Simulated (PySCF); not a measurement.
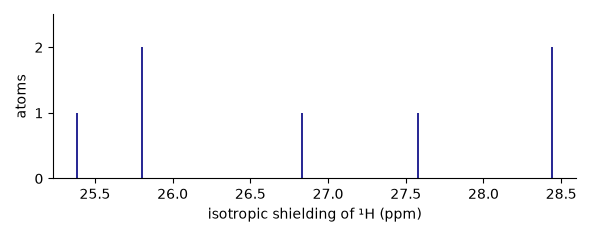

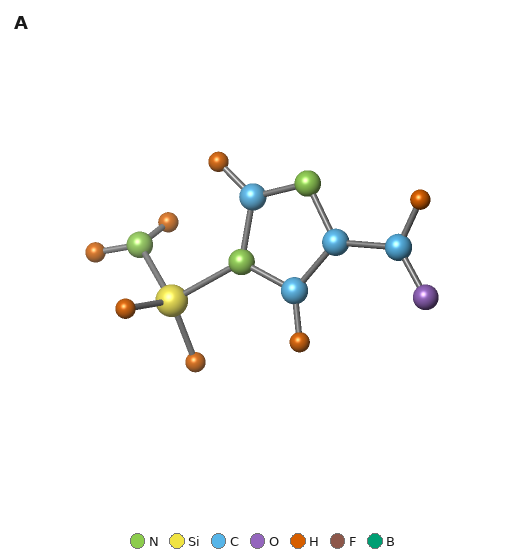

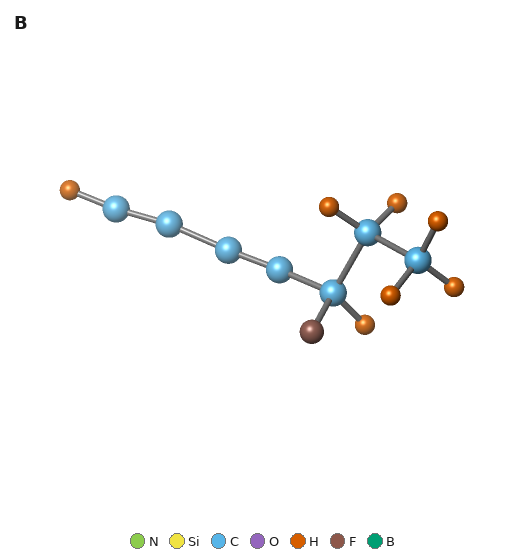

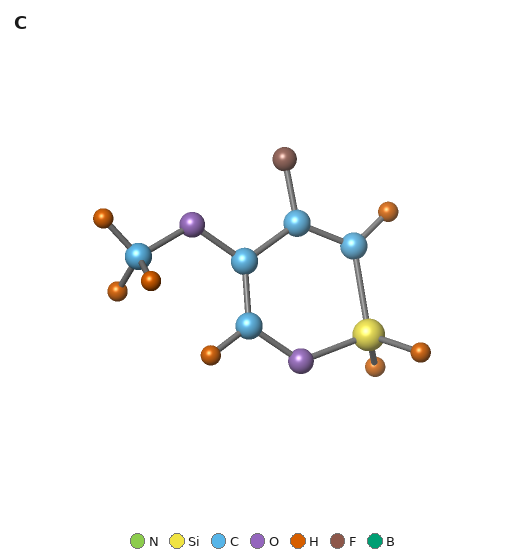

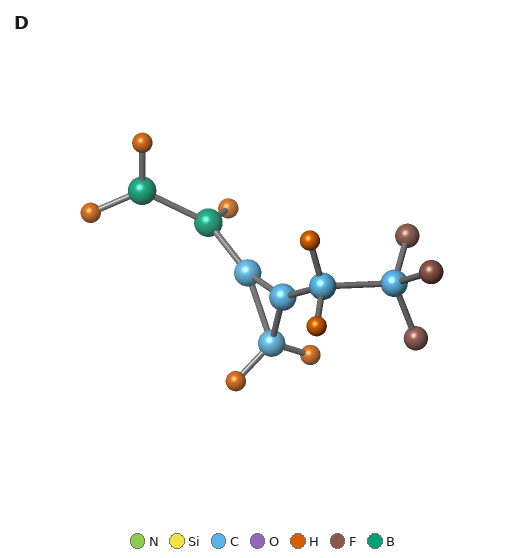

The sticks are computed shieldings of one of the molecules, for one fixed geometry (GFN2-xTB) without averaging over rotations. Low shielding means a high chemical shift. Method: GIAO PBE0/pcSseg-1 NMR shielding, non-relativistic, gas phase (PySCF 2.14.0).

Question: Match the spectrum to a structure.

Answer: C, `COC1=CO[SiH2]C=C1F`. Its 7 H atoms give lines at 25.38, 25.80 (2 atoms), 26.83, 27.58, 28.44 (2 atoms) ppm.

The geometry is semi-empirical. Around B, Si such bond lengths and angles can be off by a tenth of an ångström or more and by several degrees, and values that hang on the shape move with them.
